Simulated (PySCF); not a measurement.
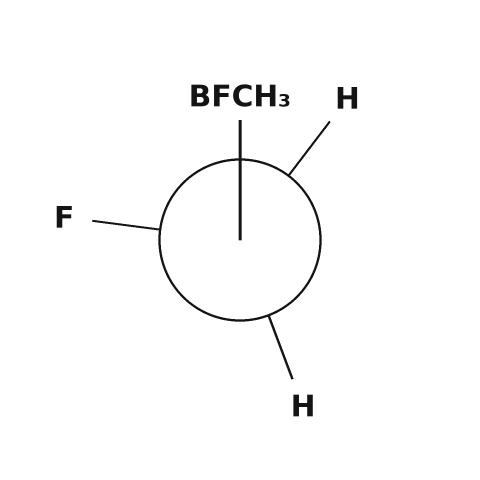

A Newman projection along the O–C bond, oxygen in front; angles are drawn as computed, but eclipsed bonds slightly apart. Computed geometry: PBE0-D3(BJ)/def2-SVP optimisation. No frequency run is at hand to confirm it as a minimum.

Which molecule is it?

Answer. C2H5BF2O, CB(F)OCF

What is the torsion angle from the front BFCH3 to the back F? The sign is positive where the front bond must turn clockwise to cover the back bond.

Answer. −83°, about perpendicular.
